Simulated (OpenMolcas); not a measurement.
# GeNH3: excited-state calculation (part 1 of 2)

GeNH3, SMILES [NH2][GeH], computed with CASPT2/STO-3G (OpenMolcas 26.06).

The geometry comes from this level: PBE0-D4/def2-TZVP.

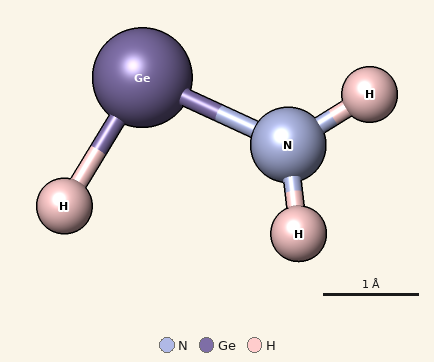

*The input geometry (ball-and-stick view, seen at a tilt). Sticks mark near contacts.*

Bond lengths as drawn: Ge–H 1.60 Å, Ge–N 1.82 Å and H–N 1.01 Å.

Summary:

- outcome: converged
- total energy: −2107.256066 hartree
- CASSCF energy: −2107.224830 hartree
- basis functions: 26
- hardware: 1 thread of Arm Neoverse V1, 24 GiB of memory available, shared host
- wall time: 2.5 s
- peak memory: 0.37 GiB

Notes:

Settings chosen away from the usual ones: roots set to 2 (from default).

Input file:
```
* GeH3N CASPT2
>>> EXPORT MOLCAS_PRINT=2

&GATEWAY
  COORD
  5
  bohr
  N     -0.15892597    -1.13799307     0.18405932
  Ge     1.86856119     1.61269227     0.49095085
  H      0.34128454    -2.83836864     0.87928957
  H     -1.86138023    -1.17181917    -0.66612846
  H     -0.09505322     3.39621579    -0.96621697
  BASIS=STO-3G
  GROUP=NoSym

&SEWARD

&RASSCF
  FILEORB=$CurrDir/step2.RasOrb
  SPIN=1
  NACTEL=4 0 0
  INACTIVE=19
  RAS2=4
  CIROOT=2 2 1
  ORBLISTING=NoCore
  ORBAPPEAR=Compact

&CASPT2
  XMULTISTATE=all
  DWMS=10
  DWTYPE=2
  IPEA=0.25
  IMAGINARY=0.3
```

Run as:
```bash
export MOLCAS_MEM=1860
pymolcas step3.input > step3.log
```

What the program printed:
```
--- Start Module: gateway ---

                                              &GATEWAY

                       available to each process: 1.9 GB of memory, 1 thread

++    Symmetry information:
      ---------------------

                    Character Table for C1

                             E
                    a        1  x, y, xy, Rz, z, xz, Ry, yz, Rx, I
--

++    Basis set information:
      ----------------------

      Basis set label: N.STO-3G.........

      Electronic valence basis set:
      ------------------
      Associated Effective Charge   7.000000 au
      Associated Actual Charge      7.000000 au
      Nuclear Model: Point charge

      Shell  nPrim  nBasis  Cartesian Spherical Contaminant
         s       6       2        X
         p       3       1        X

      Basis set label: GE.STO-3G.........

      Electronic valence basis set:
      ------------------
      Associated Effective Charge  32.000000 au
      Associated Actual Charge     32.000000 au
      Nuclear Model: Point charge

      Shell  nPrim  nBasis  Cartesian Spherical Contaminant
         s      12       4        X
         p       9       3        X
         d       3       1                 X

      Basis set label: H.STO-3G.........

      Electronic valence basis set:
      ------------------
      Associated Effective Charge   1.000000 au
      Associated Actual Charge      1.000000 au
      Nuclear Model: Point charge

      Shell  nPrim  nBasis  Cartesian Spherical Contaminant
         s       3       1        X
--

++    Molecular structure info:
      -------------------------

                    ************************************************
                    **** Cartesian Coordinates / bohr, angstrom ****
                    ************************************************

     Center  Label                x              y              z                     x              y              z
        1      N1              -0.158926      -1.137993       0.184059             -0.084100      -0.602200       0.097400
        2      GE2              1.868561       1.612692       0.490951              0.988800       0.853400       0.259800
        3      H3               0.341285      -2.838369       0.879290              0.180600      -1.502000       0.465300
        4      H4              -1.861380      -1.171819      -0.666128             -0.985000      -0.620100      -0.352500
        5      H5              -0.095053       3.396216      -0.966217             -0.050300       1.797200      -0.511300

                    ***************************************
                    *    InterNuclear Distances / bohr    *
                    ***************************************

               1 N1            2 GE2           3 H3            4 H4            5 H5
    1 N1       0.000000
    2 GE2      3.430912        0.000000
    3 H3       1.903899        4.721792        0.000000
    4 H4       1.903238        4.796332        3.165033        0.000000
    5 H5       4.678276        3.026562        6.516619        4.906823        0.000000

                    *******************************************
                    *    InterNuclear Distances / angstrom    *
                    *******************************************

               1 N1            2 GE2           3 H3            4 H4            5 H5
    1 N1       0.000000
    2 GE2      1.815560        0.000000
    3 H3       1.007500        2.498665        0.000000
    4 H4       1.007150        2.538110        1.674864        0.000000
    5 H5       2.475637        1.601587        3.448446        2.596579        0.000000

                    **************************************
                    *    Valence Bond Angles / degree    *
                    **************************************
                          Atom centers                 Phi
                      3 H3       1 N1       4 H4       112.47
--

            Nuclear Potential Energy             98.83476105 au

--- Stop Module: gateway /rc=_RC_ALL_IS_WELL_ ---

--- Start Module: seward ---

                                              &SEWARD

                       available to each process: 1.9 GB of memory, 1 thread

               SEWARD will generate:
                  Multipole Moment integrals up to order  2
                  Kinetic Energy integrals
                  Nuclear Attraction integrals (point charge)
                  One-Electron Hamiltonian integrals
                  Velocity integrals
                  Orbital angular momentum around (  1.4764   1.1288   0.4190 )
                  Velocity quadrupole around (  1.4764   1.1288   0.4190 )
                  Two-Electron Repulsion integrals

                   Integrals are discarded if absolute value <: 1.00E-14
                   Integral cutoff threshold is set to       <: 1.00E-16

            Nuclear Potential Energy             98.83476105 au

      Basis set specifications :
      Symmetry species         a
      Basis functions           26

--- Stop Module: seward /rc=_RC_ALL_IS_WELL_ ---

--- Start Module: rasscf ---

                                              &RASSCF

                       available to each process: 1.9 GB of memory, 1 thread

      Header of the ONEINT file:
      --------------------------

      OrdInt status: non-squared

      Cartesian coordinates in angstrom:
      -----------------------------------------------------
      No.  Label        X            Y            Z
      -----------------------------------------------------
       1   N1        -0.08410000  -0.60220000   0.09740000
       2   GE2        0.98880000   0.85340000   0.25980000
       3   H3         0.18060000  -1.50200000   0.46530000
       4   H4        -0.98500000  -0.62010000  -0.35250000
       5   H5        -0.05030000   1.79720000  -0.51130000
      -----------------------------------------------------
      Nuclear repulsion energy =   98.83476105

++    Wave function specifications:
      -----------------------------

      Number of closed shell electrons          38
      Number of electrons in active shells       4
      Max number of holes in RAS1 space          0
      Max nr of electrons in RAS3 space          0
      Number of inactive orbitals               19
      Number of active orbitals                  4
      Number of secondary orbitals               3
      Spin quantum number                      0.0
      State symmetry                             1
--

++    Orbital specifications:
      -----------------------

      Symmetry species                           1
                                                 a
      Frozen orbitals                            0
      Inactive orbitals                         19
      Active orbitals                            4
      RAS1 orbitals                              0
      RAS2 orbitals                              4
      RAS3 orbitals                              0
      Secondary orbitals                         3
      Deleted orbitals                           0
      Number of basis functions                 26
--

++    CI expansion specifications:
      ----------------------------

      Number of CSFs                            20
      Number of spin combinations               21
      Number of determinants                    36
      Number of root(s) required                 2
      Root chosen for geometry opt.              2
      CI roots used                              1     2
      weights                                0.500 0.500
      highest root included in the CI            2
      max. size of the explicit Hamiltonian     20
--

++    Optimization specifications:
      ----------------------------

      RASSCF algorithm: Conventional
      Maximum number of macro iterations       200
      Maximum number of SX iterations          100
      Threshold for RASSCF energy            1.000E-08
      Threshold for max MO rotation          1.000E-01
      Threshold for max BLB element          1.000E-04
      Level shift parameter                  5.000E-01
      Make Quasi-Newton update
--

      The MO-coefficients are taken from the file:
      step2.RasOrb
      Title: RASSCF average (pseudo-natural) orbitals

      Total molecular charge    0.00

      ************************************************************************************************************************
      *                                            Wave function control section                                             *
      ************************************************************************************************************************

                                         RASSCF iterations: Energy and convergence statistics
                                         ----------------------------------------------------

          iter iter root      energy       change     param      element    value   shift minimum  type update hh:mm:ss
 Nr of preliminary CI iterations:   1
      Total energies have been shifted. Add                -2000.00 au
        1   1   17    0  -107.13397836    0.00E+00   5.36E-02   16  21 1  2.04E-02*  0.20   0.00    SX    NO    0:00:00
        2   1   12    0  -107.13869705   -4.72E-03* -3.73E-02   16  21 1  1.34E-02*  0.18   0.00    SX    NO    0:00:00
        3   1    9    0  -107.14046432   -1.77E-03*  2.56E-02   16  21 1  9.12E-03*  0.18   0.00    SX    NO    0:00:00
        4   1    8    0  -107.14129145   -8.27E-04*  1.78E-02   16  21 1  6.36E-03*  0.18   0.00    SX    NO    0:00:00
        5   1    8    0  -107.14170266   -4.11E-04*  2.42E-02   16  21 1  4.50E-03*  0.18   2.50    LS   YES    0:00:00
        6   1    8    0  -107.14203504   -3.32E-04*  1.57E-02   16  21 1  1.89E-03*  0.18   1.69    LS   YES    0:00:00
        7   1    7    0  -107.14210344   -6.84E-05* -7.82E-03   12  21 1 -1.64E-03*  0.18   1.07    QN   YES    0:00:00
        8   1    7    0  -107.14212785   -2.44E-05* -1.13E-02   12  21 1 -1.13E-03*  0.18   2.50    LS   YES    0:00:00
        9   1    7    0  -107.14214375   -1.59E-05*  2.82E-03   20  24 1 -5.72E-04*  0.18   1.19    QN   YES    0:00:00
       10   1    6    0  -107.14214772   -3.97E-06* -1.36E-03   13  21 1 -2.30E-04*  0.18   1.33    QN   YES    0:00:00
       11   1    6    0  -107.14214863   -9.08E-07* -9.01E-04   13  21 1 -8.37E-05   0.18   1.37    QN   YES    0:00:00
       12   1    6    0  -107.14214884   -2.06E-07* -4.15E-04   16  22 1  7.63E-05   0.18   1.32    QN   YES    0:00:00
       13   1    5    0  -107.14214888   -4.40E-08* -1.72E-04   16  22 1  3.10E-05   0.18   1.46    QN   YES    0:00:00
       14   1    5    0  -107.14214889   -1.43E-08*  1.30E-04   16  21 1 -1.63E-05   0.18   1.44    QN   YES    0:00:00
       15   1    5    0  -107.14214890   -4.75E-09  -9.15E-05   16  22 1 -1.70E-05   0.18   1.48    QN   YES    0:00:00
      Convergence after 15 iterations
       16   1    5    0  -107.14214890   -1.62E-09  -9.15E-05   16  22 1 -1.13E-05   0.18   1.48    QN   YES    0:00:00

      ************************************************************************************************************************
                                                      Wave function printout:
                       occupation of active orbitals, and spin coupling of open shells (u,d: Spin up or down)
      ************************************************************************************************************************

      Note: transformation to natural orbitals
      has been made, which may change the order of the CSFs.

      printout of CI-coefficients larger than  0.05 for root  1
      energy=   -2107.224830
      conf/sym  1111     Coeff  Weight
             1  2200  -0.98384 0.96794
             6  2020   0.08730 0.00762
             8  2002   0.07538 0.00568
             9  ud20  -0.06724 0.00452
            11  ud02   0.07984 0.00637
            12  0220   0.05496 0.00302
            14  0202   0.05929 0.00352

      printout of CI-coefficients larger than  0.05 for root  2
      energy=   -2107.059468
      conf/sym  1111     Coeff  Weight
             3  2u0d   0.98095 0.96226
            10  udud   0.15547 0.02417
            15  uudd   0.06523 0.00426
            18  0u2d   0.07817 0.00611

      Natural orbitals and occupation numbers for root  1
      sym 1:   1.975602   1.961594   0.031062   0.031742

      Natural orbitals and occupation numbers for root  2
      sym 1:   1.956031   1.000336   0.043635   0.999998

      ************************************************************************************************************************
      *                                                    Final results                                                     *
      ************************************************************************************************************************

++    Final optimization conditions:
      ------------------------------

      Average CI energy                           -2107.14214890
      RASSCF energy for state  2                  -2107.05946806
      Super-CI energy                                -0.00000000
      RASSCF energy change                           -0.00000000
      Max change in MO coefficients               9.146E-05
      Max non-diagonal density matrix element    -9.146E-05
      Maximum BLB matrix element                 -1.131E-05
      (orbital pair  16,  22 in symmetry   1)
      Norm of electronic gradient            3.437E-02
--

      Final state energy(ies):
      ------------------------

::    RASSCF root number  1 Total energy:  -2107.22482974
::    RASSCF root number  2 Total energy:  -2107.05946806

++    Molecular orbitals:
      -------------------

      Pseudonatural active orbitals and approximate occupation numbers

      MOLECULAR ORBITALS FOR SYMMETRY SPECIES 1: a

      INDEX  ENERGY  OCCUPATION COEFFICIENTS ...
          1 -400.4493    2.0000
                 6 GE2    1s     ( 0.9937)
          2  -50.2970    2.0000
                 6 GE2    1s     (-0.4425)   7 GE2    2s     ( 1.0619)
          3  -45.3607    2.0000
                10 GE2    2px    (-0.4357)  13 GE2    2py    ( 0.2250)  16 GE2    2pz    ( 0.8626)
          4  -45.3598    2.0000
                10 GE2    2px    (-0.1568)  13 GE2    2py    ( 0.9257)  16 GE2    2pz    (-0.3207)
          5  -45.3594    2.0000
                10 GE2    2px    ( 0.8775)  13 GE2    2py    ( 0.2772)  16 GE2    2pz    ( 0.3710)
          6  -15.2209    2.0000
                 1 N1     1s     ( 0.9933)
          7   -6.3961    2.0000
                 6 GE2    1s     ( 0.1625)   7 GE2    2s     (-0.4707)   9 GE2    4s     ( 1.0578)
          8   -4.4367    2.0000
                10 GE2    2px    ( 0.1235)  12 GE2    4px    (-0.3433)  13 GE2    2py    (-0.3242)  15 GE2    4py    ( 0.9012)
                16 GE2    2pz    ( 0.1467)  18 GE2    4pz    (-0.4079)
          9   -4.4363    2.0000
                10 GE2    2px    ( 0.1655)  12 GE2    4px    (-0.4603)  15 GE2    4py    ( 0.2374)  16 GE2    2pz    (-0.3279)
                18 GE2    4pz    ( 0.9117)
         10   -4.4339    2.0000
                10 GE2    2px    (-0.3151)  12 GE2    4px    ( 0.8762)  13 GE2    2py    (-0.1718)  15 GE2    4py    ( 0.4778)
                16 GE2    2pz    (-0.1144)  18 GE2    4pz    ( 0.3180)
         11   -1.0235    2.0000
                 1 N1     1s     (-0.2254)   2 N1     2s     ( 0.7662)  24 H3     1s     ( 0.1833)  25 H4     1s     ( 0.1851)

         12   -0.5843    2.0000
                 3 N1     2px    ( 0.3042)   5 N1     2pz    ( 0.1766)  20 GE2    3d1-   (-0.2361)  21 GE2    3d0    (-0.2108)
                22 GE2    3d1+   (-0.2100)  23 GE2    3d2+   (-0.7052)  24 H3     1s     ( 0.1911)  25 H4     1s     (-0.2705)

         13   -0.5821    2.0000
                 3 N1     2px    (-0.1197)   4 N1     2py    (-0.3306)   8 GE2    3s     (-0.1388)  19 GE2    3d2-   (-0.7545)
                20 GE2    3d1-   (-0.2358)  21 GE2    3d0    ( 0.3378)  22 GE2    3d1+   (-0.1037)  24 H3     1s     ( 0.1890)
```
